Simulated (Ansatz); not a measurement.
# WH$_{7}$Cl: geometry relaxation

WH$_{7}$Cl, computed with RKS B3LYP-D4/def2-TZVP (Ansatz 0.2.0).

The input holds or restrains some coordinates. It belongs to a series of runs on one base structure; here: pulled along the bonds that form and break, towards end A. Figures and captions count atoms from 1; the log counts them from 0 in places.

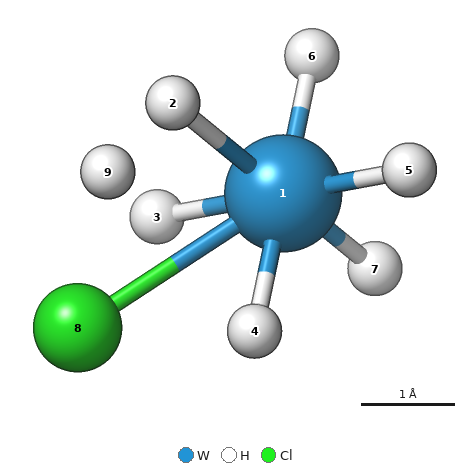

*The starting structure (ball-and-stick view, seen at a tilt; atoms are numbered from 1 in the order of the input). Sticks mark near contacts.*

Bond lengths as drawn: Cl–W 2.69 Å and H–W 1.72 to 2.07 Å.

**Key numbers**

| quantity | value |
| --- | --- |
| outcome | converged under the restraints of the input |
| total energy | −14460.8717 eV |
| mean-field energy | −14460.5677 eV |
| largest force (length of the vector) at the end, held atoms and coordinates included | 1.236 eV/Å |
| hardware | 4 threads of Arm Neoverse V1, 24 GiB of memory available, shared host |
| wall time | 19 s (CPU time 71 s) |
| peak memory | 0.23 GiB |

**The input**
```yaml
crystal:
  periodic: [false, false, false]
  atoms:
    - { symbol: W, position_ang: [0.0, 0.0, 0.0] }
    - { symbol: H, position_ang: [0.0, 0.0, 2.07] }
    - { symbol: H, position_ang: [1.72, 0.0, 0.0] }
    - { symbol: H, position_ang: [0.0, 1.72, 0.0] }
    - { symbol: H, position_ang: [-1.72, 0.0, 0.0] }
    - { symbol: H, position_ang: [0.0, -1.72, 0.0] }
    - { symbol: H, position_ang: [0.0, 0.0, -1.72] }
    - { symbol: Cl, position_ang: [1.7678, 1.8416, 0.8482] }
    - { symbol: H, position_ang: [0.7133, 0.743, 2.0759] }
basis:
  gaussian: { orbitals: def2-TZVP }
hamiltonian:
  xc: b3lyp
  dispersion: d4
relax:
  f_tol: 0.15
  max_steps: 25
  restrain:
    - { distance: [0, 7], at: 3.59, k: 30.0 }
    - { distance: [8, 1], at: 1.86, k: 30.0 }
    - { distance: [0, 1], at: 1.72, k: 30.0 }
    - { distance: [8, 7], at: 1.37, k: 30.0 }
```

Run as:
```bash
ansatz run input.yaml --threads 4 --pin off --max-ram 5120MiB --backend cpu --events-out ev --progress --plain --runs-dir out
```

**The program's output**
```
The last accepted step is kept in [file] (removed where the run ends without a failure and the disk answers)
Engine: ansatz 0.2.0, aarch64-unknown-linux-gnu
Functional definition: B3LYP
  parameter a0 = 0.2
  parameter ax = 0.72
  parameter ac = 0.81
  exchange = (1 - a0 - ax)*slater_x + ax*b88_x + a0*exact_x
  correlation = (1 - ac)*vwn_rpa_c + ac*lyp_c
964 factors; their error is unknown
mean field evaluation 1: about -14454.2137 eV, gradient 2.2e1 eV
mean field evaluation 2: about -14440.3596 eV, gradient 7.4e1 eV
mean field evaluation 4: about -14455.6716 eV, gradient 6.1e0 eV
mean field evaluation 8: about -14455.7926 eV, gradient 1.9e-1 eV
mean field evaluation 16: about -14455.8266 eV, gradient 5.2e-3 eV
mean field evaluation 32: about -14455.8266 eV, gradient 1.0e-4 eV
mean field -14455.82657874 eV, -531.2418282577 hartree, gradient 1.2e-5 eV, S^2 0.000000; 6 other end points of the search recorded, 0 dependent functions left out
the calculation of the forces begins
reference -14455.82686291 eV, -531.2418387006 hartree; 19, 19 occupied and 100, 100 virtual orbitals, 964 factors
relax step   1: F+E_penalty+E_count = -14456.17951746 eV  Δ(F+E_penalty+E_count) = +0.000e0 eV  max|allowed force component| = 3.758e0 eV/Å  E_restraint = 29.47333554 eV  max|allowed force component, restraints' pulls added| = 2.560e1 eV/Å  Δτ_max = 0.0000 Å  (126 SCF iters, accepted)
  distance W 0 - Cl 7 = 2.6900 Å
  distance H 8 - H 1 = 1.0300 Å
  distance W 0 - H 1 = 2.0700 Å
  distance H 8 - Cl 7 = 1.9561 Å
these checks for a lower state are left out or cut short: starts, cluster_reference, orbital_swaps, neighbouring_geometries, increment
964 factors; their error is unknown
mean field evaluation 64: about -14454.8401 eV, gradient 6.6e-3 eV
mean field -14454.84007479 eV, -531.2055749059 hartree, gradient 1.4e-5 eV, S^2 0.000000; 0 other end points of the search recorded, 0 dependent functions left out
[... from here on the field's lines of each further geometry are left out, up to the last ...]
relax step   2: F+E_penalty+E_count = -14455.16952779 eV  Δ(F+E_penalty+E_count) = +1.010e0 eV  max|allowed force component| = 4.873e0 eV/Å  E_restraint = 14.83334913 eV  max|allowed force component, restraints' pulls added| = 1.756e1 eV/Å  Δτ_max = 0.1935 Å  (77 SCF iters, accepted)
relax step   3: F+E_penalty+E_count = -14455.35832518 eV  Δ(F+E_penalty+E_count) = -1.888e-1 eV  max|allowed force component| = 5.200e0 eV/Å  E_restraint = 5.39218572 eV  max|allowed force component, restraints' pulls added| = 1.024e1 eV/Å  Δτ_max = 0.1941 Å  (61 SCF iters, accepted)
relax step   4: F+E_penalty+E_count = -14457.03168747 eV  Δ(F+E_penalty+E_count) = -1.673e0 eV  max|allowed force component| = 2.345e0 eV/Å  E_restraint = 0.77914786 eV  max|allowed force component, restraints' pulls added| = 4.354e0 eV/Å  Δτ_max = 0.1969 Å  (58 SCF iters, accepted)
relax step   5: F+E_penalty+E_count = -14458.90911531 eV  Δ(F+E_penalty+E_count) = -1.877e0 eV  max|allowed force component| = 2.338e0 eV/Å  E_restraint = 0.03539556 eV  max|allowed force component, restraints' pulls added| = 2.338e0 eV/Å  Δτ_max = 0.1950 Å  (49 SCF iters, accepted)
relax step   6: F+E_penalty+E_count = -14460.14308018 eV  Δ(F+E_penalty+E_count) = -1.234e0 eV  max|allowed force component| = 1.395e0 eV/Å  E_restraint = 0.06806853 eV  max|allowed force component, restraints' pulls added| = 9.362e-1 eV/Å  Δτ_max = 0.1948 Å  (39 SCF iters, accepted)
relax step   7: F+E_penalty+E_count = -14460.57587183 eV  Δ(F+E_penalty+E_count) = -4.328e-1 eV  max|allowed force component| = 2.835e0 eV/Å  E_restraint = 0.06444588 eV  max|allowed force component, restraints' pulls added| = 2.136e0 eV/Å  Δτ_max = 0.1981 Å  (39 SCF iters, accepted)
relax step   8: F+E_penalty+E_count = -14460.75212549 eV  Δ(F+E_penalty+E_count) = -1.763e-1 eV  max|allowed force component| = 1.570e0 eV/Å  E_restraint = 0.06200972 eV  max|allowed force component, restraints' pulls added| = 1.034e0 eV/Å  Δτ_max = 0.1743 Å  (39 SCF iters, accepted)
relax step   9: F+E_penalty+E_count = -14460.85810516 eV  Δ(F+E_penalty+E_count) = -1.060e-1 eV  max|allowed force component| = 1.095e0 eV/Å  E_restraint = 0.06210536 eV  max|allowed force component, restraints' pulls added| = 4.377e-1 eV/Å  Δτ_max = 0.1996 Å  (39 SCF iters, accepted)
relax step  10: F+E_penalty+E_count = -14460.86994713 eV  Δ(F+E_penalty+E_count) = -1.184e-2 eV  max|allowed force component| = 1.108e0 eV/Å  E_restraint = 0.04981218 eV  max|allowed force component, restraints' pulls added| = 2.097e-1 eV/Å  Δτ_max = 0.0901 Å  (32 SCF iters, accepted)
the calculation of the forces begins
reference -14460.56772656 eV, -531.4160622263 hartree; 19, 19 occupied and 100, 100 virtual orbitals, 964 factors
relax step  11: F+E_penalty+E_count = -14460.87144795 eV  Δ(F+E_penalty+E_count) = -1.501e-3 eV  max|allowed force component| = 1.052e0 eV/Å  E_restraint = 0.04759499 eV  max|allowed force component, restraints' pulls added| = 8.611e-2 eV/Å  Δτ_max = 0.0594 Å  (32 SCF iters, accepted)
  distance W 0 - Cl 7 = 3.6268 Å
  distance H 8 - H 1 = 1.8570 Å
  distance W 0 - H 1 = 1.7216 Å
  distance H 8 - Cl 7 = 1.3275 Å
964 factors; their error is unknown
mean field evaluation 160: about -14460.5675 eV, gradient 2.7e-4 eV
```

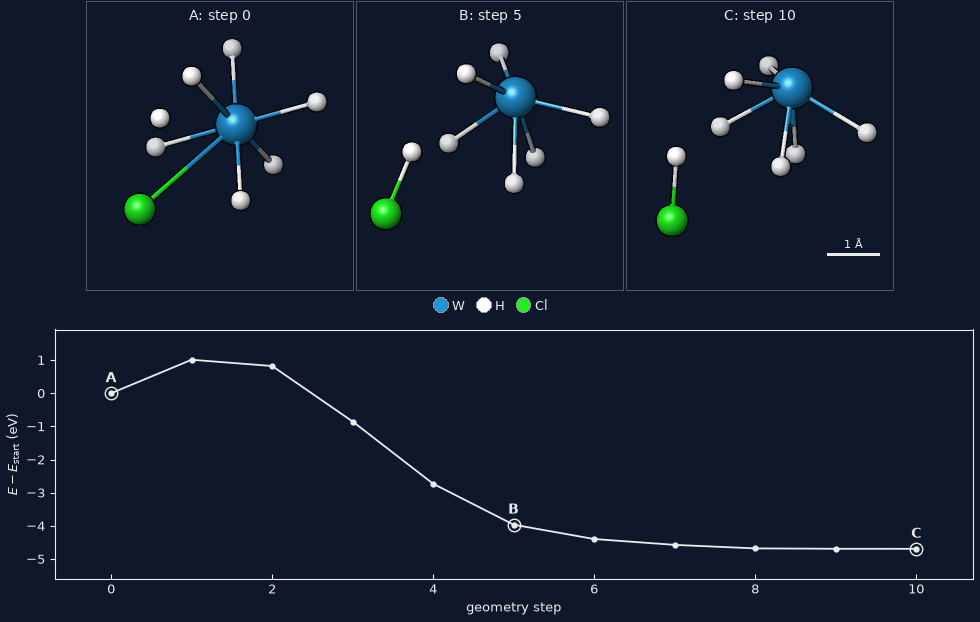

*Frames of the restrained relaxation (ball-and-stick view, seen at a tilt) above the curves, on which the letters mark them (the first geometry is step 0 here and step 1 in the log).*

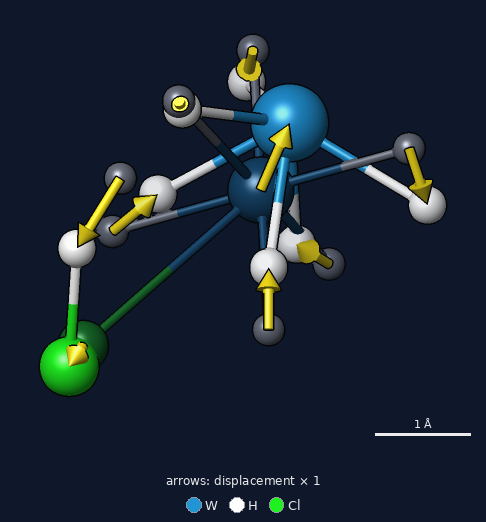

*Start (faint) and end (solid) with the displacements as yellow arrows, at true length (ball-and-stick view, seen at a tilt). The two geometries are laid on each other by the best rigid fit.*

H9 moves most after the best rigid fit: 0.87 Å. By element the largest moves are H 0.87 Å, W 0.79 Å, Cl 0.35 Å. Distances before and after: W1–Cl8 2.690 → 3.627 Å, Cl8–H9 1.956 → 1.328 Å, W1–H2 2.070 → 1.722 Å, W1–H4 1.720 → 1.635 Å. New bonds form: Cl8–H9 (1.96 → 1.33 Å). Bonds break: W1–Cl8 (2.69 → 3.63 Å). Among the angles that change: H4–W1–H6 180.0° → 120.9°, H3–W1–H5 180.0° → 121.5°, H2–W1–H7 180.0° → 124.7°. After 10 geometry steps the energy has fallen by 4.692 eV. The largest force component goes from 3.8 to 1.1 eV/Å. (Atoms are counted from 1 in the order of the input.)

```
mean field -14460.56745807 eV, -531.4160523594 hartree, gradient 2.2e-5 eV, S^2 0.000000; 1 other end points of the search recorded, 0 dependent functions left out
the calculation of the forces begins
reference -14460.56772656 eV, -531.4160622263 hartree; 19, 19 occupied and 100, 100 virtual orbitals, 964 factors
Total energy: -14460.87171644 eV, -531.4272336484 hartree
Atom 0 at    -0.510549    -0.504249     0.310910 Å, force    -0.828668    -0.884345    -0.242515 eV/Å
Atom 1 at     0.036266    -0.032323     1.873640 Å, force     0.092607     0.092633     0.074609 eV/Å
Atom 2 at     1.091864    -0.167179     0.203342 Å, force     0.020446     0.001474    -0.008696 eV/Å
Atom 3 at    -0.107327     1.073379     0.166521 Å, force     0.004864    -0.000458    -0.000062 eV/Å
Atom 4 at    -1.673801     0.426485    -0.516473 Å, force    -0.004924     0.013607    -0.014938 eV/Å
Atom 5 at     0.327079    -1.704858    -0.558145 Å, force     0.013853    -0.004656    -0.012856 eV/Å
Atom 6 at     0.108951     0.061864    -1.113955 Å, force     0.014554     0.015102    -0.007593 eV/Å
Atom 7 at     1.878317     2.132085     1.015789 Å, force     0.233140     0.046136     1.052134 eV/Å
Atom 8 at     1.330300     1.299394     1.892470 Å, force     0.454128     0.720506    -0.840084 eV/Å
Dipole moment:    -0.638867    -0.644552     0.358656 e Å
```

**Trajectory as extended XYZ (Å, eV, eV/Å), 11 frames, from step=1 to step=11**
```
9
Properties=species:S:1:pos:R:3:forces:R:3 step=1 energy=-14456.17952
W     0.0000    0.0000    0.0000    3.7577   3.6290   2.0423
H     0.0000    0.0000    2.0700    1.7030   1.7762   0.8455
H     1.7200    0.0000    0.0000    1.3054  -2.3452  -0.9986
H     0.0000    1.7200    0.0000   -2.3115   1.3595  -1.2598
H    -1.7200    0.0000    0.0000   -1.1661  -0.8570  -0.1355
H     0.0000   -1.7200    0.0000   -0.8945  -1.0860  -0.4226
H     0.0000    0.0000   -1.7200    0.1202   0.0832   0.1269
Cl    1.7678    1.8416    0.8482   -0.3828  -0.3228   0.1850
H     0.7133    0.7430    2.0759   -2.1313  -2.2369  -0.3832
9
Properties=species:S:1:pos:R:3:forces:R:3 step=2 energy=-14455.16953
W    -0.0734   -0.0786    0.0276    4.0160   3.8314   4.8731
H    -0.0748   -0.0779    2.0076    1.2138   1.2378   0.4093
H     1.7259   -0.0199   -0.0078    0.4327  -1.2165  -1.4423
H    -0.0189    1.7261   -0.0097   -1.2447   0.4522  -1.6357
H    -1.7349   -0.0083   -0.0011   -2.1566   0.0159  -1.0698
H    -0.0086   -1.7346   -0.0036   -0.1434  -2.1533  -1.3272
H     0.0006    0.0002   -1.7170   -0.1050  -0.1685   0.3213
Cl    1.8261    1.9036    0.9688   -1.0170  -0.9508   0.8515
H     0.8392    0.8740    2.0093   -0.9959  -1.0482  -0.9802
9
Properties=species:S:1:pos:R:3:forces:R:3 step=3 energy=-14455.35832
W    -0.1495   -0.1630    0.1057    3.1153   2.9394   5.1997
H    -0.1438   -0.1506    1.9569    0.4029   0.4051   0.5844
H     1.7226   -0.0228   -0.0324   -0.9744  -0.2436  -1.6163
H    -0.0232    1.7226   -0.0361   -0.3724  -0.9681  -1.7709
H    -1.7728    0.0026   -0.0265   -2.0919   1.2065  -1.8250
H    -0.0012   -1.7739   -0.0321    0.9486  -2.3223  -2.0484
H    -0.0037   -0.0052   -1.7054   -0.4245  -0.4645   0.8666
Cl    1.8855    1.9675    1.0939   -1.4529  -1.4298   1.9143
H     0.9672    1.0075    1.9502    0.8493   0.8772  -1.3042
9
Properties=species:S:1:pos:R:3:forces:R:3 step=4 energy=-14457.03169
W    -0.2460   -0.2740    0.2266    0.6079   1.0601   0.9376
H    -0.1826   -0.1921    1.9624    0.7170   0.7043   1.1947
H     1.6577   -0.0036   -0.0889   -2.2957   0.0158  -0.6805
H    -0.0111    1.6570   -0.0965   -0.0344  -2.3451  -0.7521
H    -1.8268    0.0745   -0.1061   -0.8083   1.1959  -1.4125
H     0.0594   -1.8403   -0.1179    1.1698  -1.2020  -1.6710
H    -0.0266   -0.0287   -1.6614    0.0616  -0.0483   1.5488
Cl    1.9627    2.0512    1.2545   -0.8668  -0.8968   1.7045
H     1.0945    1.1406    1.9014    1.4490   1.5163  -0.8694
9
Properties=species:S:1:pos:R:3:forces:R:3 step=5 energy=-14458.90912
W    -0.3460   -0.3619    0.2729    0.5519   0.7098  -0.7396
H    -0.1243   -0.1373    1.9864    0.8335   0.7721   0.4867
H     1.4677    0.0025   -0.1155   -2.2725  -0.1837  -0.0044
H    -0.0053    1.4643   -0.1265   -0.2136  -2.3378  -0.0391
H    -1.8621    0.1619   -0.2026   -0.2550   0.7636  -0.9200
H     0.1468   -1.8773   -0.2299    0.7391  -0.2940  -0.9879
H     0.0036   -0.0100   -1.5505    0.0557  -0.0123   1.7374
Cl    2.0232    2.1147    1.3515   -0.2632  -0.2705   0.9201
H     1.1775    1.2277    1.8884    0.8241   0.8528  -0.4532
9
Properties=species:S:1:pos:R:3:forces:R:3 step=6 energy=-14460.14308
W    -0.3514   -0.3579    0.2943   -1.3480  -1.3946  -0.4487
H    -0.0585   -0.0833    1.9818    0.8666   0.8018   0.5623
H     1.2835   -0.0216   -0.1230   -0.9362   0.1593  -0.0327
H    -0.0334    1.2721   -0.1398    0.1258  -0.9186  -0.0974
H    -1.8471    0.2252   -0.2980    0.2938   0.4559  -0.5559
H     0.2052   -1.8555   -0.3257    0.4001   0.3338  -0.5674
H     0.0225    0.0019   -1.3860    0.1398   0.0861   0.8306
Cl    2.0480    2.1426    1.3780   -0.0598  -0.0534   0.6160
H     1.2122    1.2612    1.8926    0.5178   0.5298  -0.3070
9
Properties=species:S:1:pos:R:3:forces:R:3 step=7 energy=-14460.57587
W    -0.4554   -0.4562    0.3811    0.1295   0.1085  -2.8351
H    -0.0112   -0.0663    2.0100    0.5170   0.5067   0.2852
H     1.0980    0.0307   -0.0775   -0.3841  -0.5420   0.6635
H     0.0063    1.0879   -0.1155   -0.5273  -0.3382   0.6206
H    -1.7712    0.3323   -0.4331    0.2985  -0.2244   0.2476
H     0.2961   -1.7717   -0.4623   -0.2318   0.2854   0.2280
H     0.0634    0.0284   -1.1961   -0.3366  -0.3616   0.5765
Cl    1.9994    2.1011    1.2064   -0.0471  -0.0520   0.9274
H     1.2557    1.2984    1.9610    0.5818   0.6175  -0.7136
9
Properties=species:S:1:pos:R:3:forces:R:3 step=8 energy=-14460.75213
W    -0.4637   -0.4618    0.3468   -0.8529  -0.8000  -1.5704
H     0.0531    0.0068    1.9406    0.3577   0.3045   0.0685
H     1.0960   -0.0486   -0.0074   -0.0174  -0.1284   0.2998
H    -0.0727    1.0831   -0.0721   -0.0988   0.0070   0.2869
H    -1.7512    0.3398   -0.4962    0.2840  -0.1693   0.2745
H     0.2758   -1.7629   -0.5255   -0.1428   0.2698   0.2632
H     0.0281   -0.0311   -1.2029   -0.0555  -0.0836   0.2419
Cl    1.9534    2.1324    1.1948   -0.0926  -0.2852   1.3009
H     1.3623    1.3270    2.0960    0.6184   0.8852  -1.1653
9
Properties=species:S:1:pos:R:3:forces:R:3 step=9 energy=-14460.85810
W    -0.4954   -0.4933    0.3329   -0.9836  -0.9782  -0.7956
H     0.0538   -0.0199    1.8996    0.2014   0.1948   0.0717
H     1.1030   -0.1406    0.1696   -0.0355   0.0191   0.0010
H    -0.1275    1.0885    0.1117    0.0874  -0.0248   0.0267
H    -1.6727    0.4069   -0.5309    0.0681  -0.0958   0.1775
H     0.3112   -1.6986   -0.5794   -0.0551   0.0629   0.1840
H     0.0539   -0.0131   -1.1600    0.1050   0.1314   0.1587
Cl    1.9139    2.1341    1.0732    0.1171  -0.0471   1.0950
H     1.3408    1.3207    1.9574    0.4952   0.7378  -0.9191
9
Properties=species:S:1:pos:R:3:forces:R:3 step=10 energy=-14460.86995
W    -0.5135   -0.5087    0.3060   -0.6312  -0.6789  -0.1955
H     0.0587   -0.0122    1.8529    0.0231   0.0222   0.0514
H     1.0946   -0.1722    0.1963   -0.0728   0.0058  -0.0220
H    -0.1204    1.0778    0.1520    0.0109  -0.1093   0.0037
H    -1.6830    0.4142   -0.5163   -0.0271   0.0399  -0.0373
H     0.3140   -1.7121   -0.5648    0.0429  -0.0269  -0.0247
H     0.1055    0.0520   -1.1251   -0.0319  -0.0180   0.0345
Cl    1.8808    2.1222    1.0282    0.2289   0.0540   1.1083
H     1.3444    1.3237    1.9448    0.4572   0.7112  -0.9185
9
Properties=species:S:1:pos:R:3:forces:R:3 step=11 energy=-14460.87145
W    -0.5105   -0.5042    0.3109   -0.8287  -0.8843  -0.2425
H     0.0363   -0.0323    1.8736    0.0926   0.0926   0.0746
H     1.0919   -0.1672    0.2033    0.0204   0.0015  -0.0087
H    -0.1073    1.0734    0.1665    0.0049  -0.0005  -0.0001
H    -1.6738    0.4265   -0.5165   -0.0049   0.0136  -0.0149
H     0.3271   -1.7049   -0.5581    0.0139  -0.0047  -0.0129
H     0.1090    0.0619   -1.1140    0.0146   0.0151  -0.0076
Cl    1.8783    2.1321    1.0158    0.2331   0.0461   1.0521
H     1.3303    1.2994    1.8925    0.4541   0.7205  -0.8401
```
